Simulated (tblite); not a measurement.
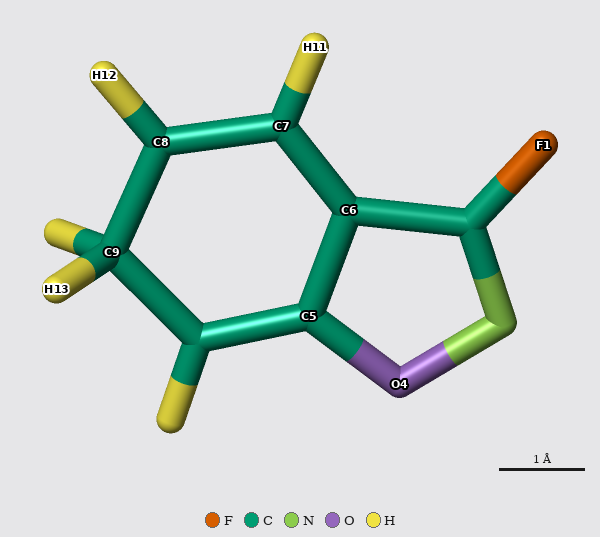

Fig. 1: The input geometry (stick view, seen at a tilt; atoms are numbered from 1 in the order of the input). Bond lengths as drawn: C–C 1.33 to 1.52 Å, C–F 1.33 Å, C–H 1.07 to 1.11 Å, C–N 1.32 Å, C–O 1.38 Å and N–O 1.45 Å.

# Run report: C$_{7}$H$_{5}$FNO, geometry relaxation

The run: geometry relaxation of C$_{7}$H$_{5}$FNO, multiplicity 2, SMILES Fc1noc2c1=C[CH]CC=2. Method and program: GFN2-xTB geometry optimisation, gas phase (tblite 0.8.0).

It belongs to a series of runs on one base structure; here: H added to aryl C.

**Log**
```
step      E/eV     max force
  0    -793.18341    5.684
  1    -793.54835    1.974
  2    -793.61576    0.434
  3    -793.63265    0.281
  4    -793.64336    0.249
  5    -793.65048    0.238
  6    -793.65356    0.211
  7    -793.65685    0.128
  8    -793.65954    0.140
  9    -793.66146    0.100
 10    -793.66231    0.075
 11    -793.66273    0.065
 12    -793.66306    0.074
 13    -793.66346    0.061
 14    -793.66382    0.059
 15    -793.66407    0.038
 16    -793.66420    0.024
 17    -793.66425    0.020
 18    -793.66429    0.013
 19    -793.66431    0.013
 20    -793.66433    0.011
 21    -793.66434    0.005
```

**Trajectory as extended XYZ (Å, eV, eV/Å), 14 of the 22 frames kept, from step=0 to step=21**
```
15
Properties=species:S:1:pos:R:3:forces:R:3 step=0 energy=-793.18341
F     2.9439    1.7899   -0.1982   -0.1490  -0.4260   0.0530
C     2.2972    0.6419   -0.0215   -0.1150  -0.8730   0.2530
N     2.9299   -0.4854    0.2297   -1.9020  -0.2820  -0.1320
O     1.9002   -1.4969    0.3603    0.6280   1.7070  -0.1810
C     0.6766   -0.8859    0.2026    0.9020  -0.2280  -0.0290
C     0.8599    0.5007   -0.0570    3.4610  -1.2930   0.4090
C    -0.1317    1.3653   -0.2658   -5.6160   0.7960  -0.3680
C    -1.4870    0.8661   -0.2288    2.7510   0.4250  -0.0100
C    -1.7706   -0.6077    0.0281    0.5290   0.9140   0.1050
C    -0.5409   -1.4458    0.2467   -0.5860  -0.2230   0.0190
H     0.0417    2.4137   -0.4518   -0.0150  -0.0220  -0.0090
H    -2.3196    1.5443   -0.3983    0.2880  -0.3260   0.0850
H    -2.4215   -0.6846    0.9220    0.0690  -0.0500  -0.3420
H    -2.3300   -1.0105   -0.8268   -0.1040  -0.0100   0.1320
H    -0.6525   -2.4972    0.4369   -0.1390  -0.1100   0.0140
15
Properties=species:S:1:pos:R:3:forces:R:3 step=2 energy=-793.61576
F     2.9405    1.7772   -0.1964    0.1490  -0.1650   0.0250
C     2.2963    0.6362   -0.0182   -0.2440  -0.3430   0.1070
N     2.8985   -0.5035    0.2293   -0.2550   0.0370  -0.0720
O     1.9163   -1.4642    0.3575    0.1240   0.1380   0.0410
C     0.6935   -0.8889    0.2012   -0.0770   0.2160  -0.1130
C     0.8950    0.4943   -0.0539   -0.2530   0.3120  -0.0600
C    -0.2042    1.3718   -0.2695    0.0910  -0.1390   0.0490
C    -1.4566    0.8707   -0.2294   -0.0290  -0.0770  -0.0050
C    -1.7573   -0.5889    0.0293    0.2210   0.1700  -0.0380
C    -0.5492   -1.4483    0.2470    0.3290   0.0550   0.0160
H     0.0380    2.4125   -0.4521   -0.2870  -0.1050  -0.0020
H    -2.3084    1.5324   -0.3952    0.2370  -0.3290   0.0820
H    -2.4192   -0.6843    0.9130    0.1000   0.0900  -0.2760
H    -2.3310   -1.0083   -0.8218    0.0670   0.1920   0.2410
H    -0.6567   -2.5007    0.4374   -0.1740  -0.0540   0.0050
15
Properties=species:S:1:pos:R:3:forces:R:3 step=3 energy=-793.63265
F     2.9428    1.7729   -0.1958    0.0980  -0.2530   0.0420
C     2.2921    0.6311   -0.0163   -0.1660   0.0510   0.0180
N     2.8926   -0.5054    0.2283   -0.0160   0.1250  -0.0570
O     1.9200   -1.4596    0.3581   -0.1590  -0.0440   0.0390
C     0.6932   -0.8851    0.1990    0.0270   0.1850  -0.0760
C     0.8894    0.5014   -0.0553    0.1010  -0.0980   0.0310
C    -0.2033    1.3688   -0.2685   -0.1740   0.1450  -0.0220
C    -1.4577    0.8692   -0.2296    0.2220  -0.1180   0.0210
C    -1.7522   -0.5845    0.0286    0.1910  -0.0130  -0.0040
C    -0.5436   -1.4473    0.2473    0.0980  -0.0420   0.0160
H     0.0323    2.4105   -0.4521   -0.2690  -0.0800  -0.0030
H    -2.3029    1.5252   -0.3934    0.0270  -0.1570   0.0370
H    -2.4172   -0.6826    0.9073    0.0850   0.0860  -0.1920
H    -2.3298   -1.0046   -0.8169    0.0600   0.1560   0.1620
H    -0.6602   -2.5021    0.4375   -0.1260   0.0570  -0.0120
15
Properties=species:S:1:pos:R:3:forces:R:3 step=5 energy=-793.65048
F     2.9506    1.7571   -0.1932    0.1420  -0.0010   0.0050
C     2.2832    0.6305   -0.0140    0.0700   0.0730  -0.0170
N     2.8868   -0.5034    0.2252    0.0320  -0.0050   0.0130
O     1.9152   -1.4565    0.3602   -0.0960  -0.0500  -0.0060
C     0.6946   -0.8774    0.1945   -0.0100  -0.0740   0.0290
C     0.8860    0.5068   -0.0559    0.0910  -0.0770   0.0200
C    -0.2073    1.3713   -0.2682   -0.0010   0.0680  -0.0110
C    -1.4507    0.8623   -0.2289    0.0490  -0.0330   0.0080
C    -1.7370   -0.5825    0.0283    0.0470  -0.1030   0.0220
C    -0.5357   -1.4478    0.2480   -0.0700  -0.0520  -0.0050
H     0.0131    2.4077   -0.4529   -0.1670   0.1650  -0.0380
H    -2.2969    1.5102   -0.3899   -0.1090  -0.0560   0.0070
H    -2.4111   -0.6763    0.8934    0.0310   0.0550   0.0310
H    -2.3258   -0.9935   -0.8057    0.0220   0.0360  -0.0510
H    -0.6694   -2.5004    0.4371   -0.0300   0.0530  -0.0050
15
Properties=species:S:1:pos:R:3:forces:R:3 step=6 energy=-793.65356
F     2.9553    1.7537   -0.1926    0.1330   0.0430  -0.0030
C     2.2825    0.6313   -0.0137    0.1090   0.0180  -0.0110
N     2.8861   -0.5029    0.2247    0.0030  -0.0690   0.0300
O     1.9123   -1.4568    0.3606    0.0050  -0.0230  -0.0130
C     0.6945   -0.8772    0.1941   -0.0240  -0.0680   0.0350
C     0.8866    0.5069   -0.0558    0.0180   0.0090   0.0000
C    -0.2076    1.3729   -0.2682    0.0400   0.0250  -0.0040
C    -1.4485    0.8601   -0.2286   -0.0050   0.0050   0.0010
C    -1.7327   -0.5842    0.0287   -0.0290  -0.0360   0.0040
C    -0.5351   -1.4489    0.2480   -0.0420  -0.0220  -0.0100
H     0.0054    2.4104   -0.4538   -0.1340   0.1590  -0.0330
H    -2.2977    1.5056   -0.3889   -0.0880  -0.0660   0.0090
H    -2.4091   -0.6738    0.8909    0.0160   0.0360   0.0750
H    -2.3244   -0.9903   -0.8042    0.0130   0.0030  -0.0850
H    -0.6721   -2.4990    0.4369   -0.0170  -0.0130   0.0070
15
Properties=species:S:1:pos:R:3:forces:R:3 step=8 energy=-793.65954
F     2.9720    1.7491   -0.1914    0.0490  -0.0140   0.0050
C     2.2869    0.6323   -0.0136    0.0700  -0.0550   0.0020
N     2.8848   -0.5058    0.2255    0.0130  -0.0900   0.0310
O     1.9083   -1.4588    0.3606    0.0970   0.0170  -0.0110
C     0.6932   -0.8783    0.1947   -0.0090   0.0580   0.0030
C     0.8893    0.5086   -0.0556   -0.0300   0.1180  -0.0230
C    -0.2067    1.3782   -0.2688    0.0110  -0.0120  -0.0020
C    -1.4446    0.8566   -0.2281   -0.0420   0.0540  -0.0090
C    -1.7276   -0.5875    0.0290   -0.1100   0.0830  -0.0250
C    -0.5353   -1.4518    0.2476    0.0200   0.0270  -0.0080
H    -0.0172    2.4231   -0.4572   -0.0480   0.0130  -0.0010
H    -2.3037    1.4923   -0.3864   -0.0200  -0.0560   0.0080
H    -2.4044   -0.6672    0.8908   -0.0070  -0.0080   0.0900
H    -2.3211   -0.9842   -0.8063   -0.0040  -0.0400  -0.0800
H    -0.6783   -2.4986    0.4372    0.0110  -0.0940   0.0200
15
Properties=species:S:1:pos:R:3:forces:R:3 step=10 energy=-793.66231
F     2.9834    1.7457   -0.1904    0.0120  -0.0730   0.0140
C     2.2926    0.6303   -0.0136    0.0100  -0.0190   0.0040
N     2.8858   -0.5103    0.2273    0.0270  -0.0090   0.0020
O     1.9090   -1.4596    0.3600   -0.0110   0.0240  -0.0010
C     0.6928   -0.8758    0.1953   -0.0120   0.0550  -0.0150
C     0.8919    0.5132   -0.0561    0.0030   0.0450  -0.0080
C    -0.2066    1.3819   -0.2696   -0.0530  -0.0290   0.0010
C    -1.4446    0.8571   -0.2282    0.0120   0.0140  -0.0020
C    -1.7303   -0.5864    0.0283   -0.0240   0.0060  -0.0030
C    -0.5359   -1.4526    0.2470    0.0260   0.0400  -0.0030
H    -0.0313    2.4304   -0.4590    0.0030  -0.0380   0.0110
H    -2.3090    1.4836   -0.3850   -0.0200   0.0140  -0.0050
H    -2.4024   -0.6642    0.8958   -0.0050  -0.0180   0.0140
H    -2.3196   -0.9834   -0.8118   -0.0060  -0.0200  -0.0060
H    -0.6803   -2.5019    0.4381    0.0380   0.0080  -0.0010
15
Properties=species:S:1:pos:R:3:forces:R:3 step=11 energy=-793.66273
F     2.9850    1.7438   -0.1900    0.0310  -0.0450   0.0090
C     2.2937    0.6294   -0.0135   -0.0060  -0.0130   0.0040
N     2.8867   -0.5113    0.2276    0.0050   0.0130  -0.0050
O     1.9092   -1.4591    0.3598   -0.0410   0.0100   0.0020
C     0.6926   -0.8741    0.1951    0.0040   0.0350  -0.0120
C     0.8923    0.5150   -0.0564    0.0220  -0.0030   0.0010
C    -0.2076    1.3818   -0.2697   -0.0140   0.0060  -0.0020
C    -1.4449    0.8576   -0.2283   -0.0310  -0.0200   0.0010
C    -1.7316   -0.5858    0.0280    0.0070  -0.0220   0.0050
C    -0.5356   -1.4518    0.2468   -0.0010   0.0220  -0.0010
H    -0.0326    2.4302   -0.4589    0.0030  -0.0300   0.0080
H    -2.3101    1.4830   -0.3849   -0.0160   0.0230  -0.0060
H    -2.4024   -0.6644    0.8971   -0.0010  -0.0150  -0.0070
H    -2.3197   -0.9840   -0.8129   -0.0040  -0.0110   0.0120
H    -0.6795   -2.5023    0.4382    0.0430   0.0480  -0.0090
15
Properties=species:S:1:pos:R:3:forces:R:3 step=13 energy=-793.66346
F     2.9896    1.7387   -0.1889    0.0540   0.0160  -0.0020
C     2.2951    0.6276   -0.0131    0.0020   0.0290  -0.0030
N     2.8874   -0.5126    0.2279   -0.0380  -0.0100  -0.0010
O     1.9074   -1.4577    0.3598   -0.0270  -0.0200   0.0060
C     0.6925   -0.8699    0.1941   -0.0040  -0.0280   0.0030
C     0.8934    0.5179   -0.0569   -0.0030  -0.0200   0.0010
C    -0.2096    1.3814   -0.2699   -0.0020  -0.0030   0.0020
C    -1.4472    0.8573   -0.2284   -0.0120  -0.0130   0.0000
C    -1.7330   -0.5862    0.0280    0.0120  -0.0210   0.0060
C    -0.5350   -1.4491    0.2464   -0.0080   0.0150  -0.0030
H    -0.0346    2.4287   -0.4584   -0.0010   0.0180  -0.0020
H    -2.3124    1.4832   -0.3852   -0.0040   0.0160  -0.0040
H    -2.4025   -0.6657    0.8983   -0.0030  -0.0160  -0.0190
H    -2.3200   -0.9855   -0.8136   -0.0060  -0.0070   0.0240
H    -0.6756   -2.5000    0.4379    0.0390   0.0460  -0.0080
15
Properties=species:S:1:pos:R:3:forces:R:3 step=15 energy=-793.66407
F     2.9991    1.7337   -0.1878    0.0300   0.0230  -0.0030
C     2.2969    0.6273   -0.0129   -0.0020   0.0190  -0.0040
N     2.8859   -0.5149    0.2283   -0.0300  -0.0090   0.0020
O     1.9039   -1.4578    0.3601    0.0090  -0.0200   0.0030
C     0.6921   -0.8667    0.1932   -0.0060  -0.0210   0.0070
C     0.8944    0.5204   -0.0576   -0.0130   0.0020  -0.0030
C    -0.2120    1.3811   -0.2700    0.0130   0.0060   0.0010
C    -1.4497    0.8563   -0.2285    0.0020   0.0100  -0.0020
C    -1.7339   -0.5874    0.0281   -0.0080   0.0180  -0.0030
C    -0.5346   -1.4456    0.2458   -0.0030   0.0020  -0.0030
H    -0.0387    2.4288   -0.4581   -0.0040   0.0180  -0.0030
H    -2.3153    1.4831   -0.3855    0.0180  -0.0030   0.0010
H    -2.4024   -0.6677    0.8985   -0.0120  -0.0170  -0.0090
H    -2.3206   -0.9873   -0.8129   -0.0120  -0.0130   0.0160
H    -0.6696   -2.4955    0.4372    0.0170  -0.0140   0.0030
15
Properties=species:S:1:pos:R:3:forces:R:3 step=16 energy=-793.66420
F     3.0019    1.7332   -0.1876    0.0110   0.0040  -0.0010
C     2.2972    0.6277   -0.0129   -0.0030   0.0030  -0.0020
N     2.8849   -0.5154    0.2284   -0.0100   0.0020   0.0010
O     1.9032   -1.4583    0.3603    0.0080  -0.0040   0.0000
C     0.6919   -0.8665    0.1932    0.0010   0.0000   0.0020
C     0.8945    0.5208   -0.0577   -0.0070   0.0080  -0.0030
C    -0.2122    1.3813   -0.2700    0.0100   0.0060   0.0000
C    -1.4501    0.8563   -0.2286    0.0110   0.0120  -0.0020
C    -1.7342   -0.5874    0.0281   -0.0080   0.0160  -0.0030
C    -0.5347   -1.4448    0.2456   -0.0070  -0.0090  -0.0010
H    -0.0396    2.4293   -0.4582   -0.0030   0.0100  -0.0020
H    -2.3156    1.4831   -0.3855    0.0160  -0.0020   0.0000
H    -2.4027   -0.6685    0.8984   -0.0130  -0.0130  -0.0050
H    -2.3209   -0.9880   -0.8124   -0.0130  -0.0120   0.0100
H    -0.6678   -2.4947    0.4371    0.0090  -0.0220   0.0040
15
Properties=species:S:1:pos:R:3:forces:R:3 step=18 energy=-793.66429
F     3.0034    1.7333   -0.1876   -0.0050  -0.0120   0.0020
C     2.2972    0.6282   -0.0131    0.0000  -0.0070   0.0010
N     2.8840   -0.5155    0.2285    0.0100   0.0070   0.0000
O     1.9030   -1.4586    0.3603   -0.0040   0.0120  -0.0020
C     0.6916   -0.8666    0.1933   -0.0010   0.0110  -0.0020
C     0.8944    0.5211   -0.0579    0.0040   0.0030   0.0000
C    -0.2119    1.3817   -0.2700    0.0010   0.0060  -0.0010
C    -1.4498    0.8567   -0.2287    0.0080  -0.0010   0.0010
C    -1.7347   -0.5869    0.0280    0.0010  -0.0060   0.0010
C    -0.5350   -1.4448    0.2455   -0.0030  -0.0100   0.0010
H    -0.0398    2.4300   -0.4582   -0.0010   0.0050  -0.0010
H    -2.3149    1.4834   -0.3856    0.0060   0.0060  -0.0010
H    -2.4036   -0.6696    0.8979   -0.0080  -0.0030  -0.0030
H    -2.3218   -0.9890   -0.8116   -0.0090  -0.0030   0.0040
H    -0.6665   -2.4953    0.4372    0.0010  -0.0090   0.0010
15
Properties=species:S:1:pos:R:3:forces:R:3 step=19 energy=-793.66431
F     3.0037    1.7330   -0.1876   -0.0050  -0.0080   0.0010
C     2.2971    0.6282   -0.0131    0.0020  -0.0030   0.0010
N     2.8840   -0.5153    0.2285    0.0090   0.0020   0.0000
O     1.9030   -1.4584    0.3603   -0.0060   0.0100  -0.0020
C     0.6915   -0.8664    0.1933   -0.0050   0.0060  -0.0020
C     0.8944    0.5213   -0.0579    0.0060   0.0000   0.0010
C    -0.2117    1.3820   -0.2700   -0.0010   0.0050  -0.0010
C    -1.4495    0.8569   -0.2287    0.0010  -0.0070   0.0020
C    -1.7349   -0.5868    0.0280    0.0030  -0.0130   0.0020
C    -0.5352   -1.4451    0.2454    0.0030  -0.0040   0.0010
H    -0.0398    2.4303   -0.4583    0.0000   0.0040  -0.0010
H    -2.3145    1.4837   -0.3857    0.0030   0.0070  -0.0010
H    -2.4041   -0.6701    0.8977   -0.0040   0.0010  -0.0020
H    -2.3224   -0.9894   -0.8111   -0.0050   0.0010   0.0010
H    -0.6660   -2.4958    0.4373    0.0000  -0.0010   0.0000
15
Properties=species:S:1:pos:R:3:forces:R:3 step=21 energy=-793.66434
F     3.0043    1.7324   -0.1875   -0.0010   0.0030  -0.0010
C     2.2973    0.6280   -0.0131    0.0020   0.0010   0.0000
N     2.8842   -0.5153    0.2286    0.0000  -0.0030   0.0010
O     1.9026   -1.4579    0.3602   -0.0020  -0.0010   0.0010
C     0.6912   -0.8659    0.1931    0.0000   0.0000  -0.0010
C     0.8945    0.5217   -0.0580    0.0010   0.0010   0.0000
C    -0.2117    1.3824   -0.2701   -0.0020   0.0000   0.0000
C    -1.4493    0.8567   -0.2286   -0.0010  -0.0050   0.0010
C    -1.7349   -0.5872    0.0280    0.0000  -0.0050   0.0010
C    -0.5352   -1.4453    0.2454    0.0020   0.0000   0.0000
H    -0.0402    2.4308   -0.4583   -0.0010   0.0010   0.0000
H    -2.3141    1.4840   -0.3858    0.0030   0.0020   0.0000
H    -2.4047   -0.6704    0.8974   -0.0010   0.0030   0.0000
H    -2.3230   -0.9897   -0.8108   -0.0020   0.0020  -0.0010
H    -0.6655   -2.4962    0.4373    0.0000   0.0020  -0.0010
```

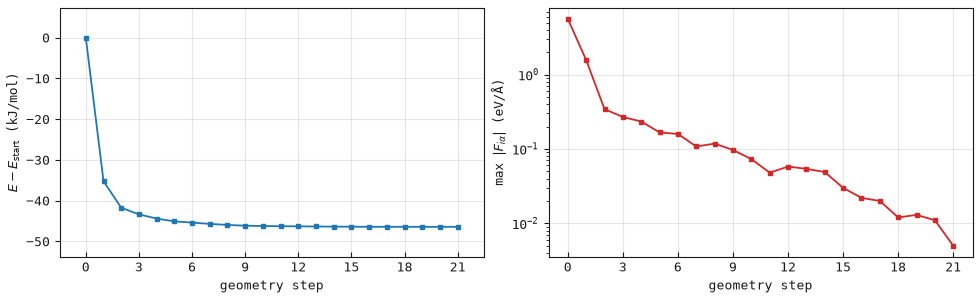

Fig. 2: Progress of the relaxation, step by step (steps are counted from 0).

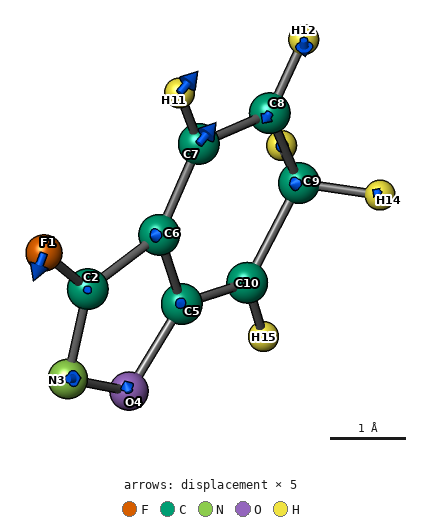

Fig. 3: The starting structure with the displacements as blue arrows, magnified 5 times (ball-and-stick view, seen at an oblique angle). The two geometries are laid on each other by the best rigid fit. Over 21 geometry steps the energy falls by 46.4 kJ/mol. The largest force component goes from 5.6 to 0.005 eV/Å. The largest moves after the best rigid fit, 0.084 Å, are those of F1 and H11. Largest moves by element: F 0.084 Å, H 0.084 Å, C 0.082 Å, N 0.055 Å, O 0.039 Å. Among the contacts that change: C7–C8 1.445 → 1.345 Å, C6–C7 1.332 → 1.418 Å, N3–O4 1.449 → 1.367 Å, C2–C6 1.445 → 1.408 Å. Among the angles that change: C2–C6–C7 132.9° → 137.4°, C5–C6–C7 124.4° → 120.4°, C9–C8–H12 119.2° → 115.7°. (Atoms are counted from 1 in the order of the input.)

The run was set up as follows.

**Input**
```
{"job": {"kind": "relax", "xc": "GFN2-xTB", "basis": "xTB"}, "charge": 0, "multiplicity": 2}
F      2.943900     1.789900    -0.198200
C      2.297200     0.641900    -0.021500
N      2.929900    -0.485400     0.229700
O      1.900200    -1.496900     0.360300
C      0.676600    -0.885900     0.202600
C      0.859900     0.500700    -0.057000
C     -0.131700     1.365300    -0.265800
C     -1.487000     0.866100    -0.228800
C     -1.770600    -0.607700     0.028100
C     -0.540900    -1.445800     0.246700
H      0.041700     2.413700    -0.451800
H     -2.319600     1.544300    -0.398300
H     -2.421500    -0.684600     0.922000
H     -2.330000    -1.010500    -0.826800
H     -0.652500    -2.497200     0.436900
```

The first line tells a small driver script what to run in tblite; the rest is the geometry in Å.

Command:
```bash
OMP_NUM_THREADS=1 python <driver script> task.json out
```

**Results in brief**

```csv
quantity,value
outcome,converged
total energy,−793.6643 eV
hardware,"1 CPU thread, shared host"
peak memory,0.18 GiB
```
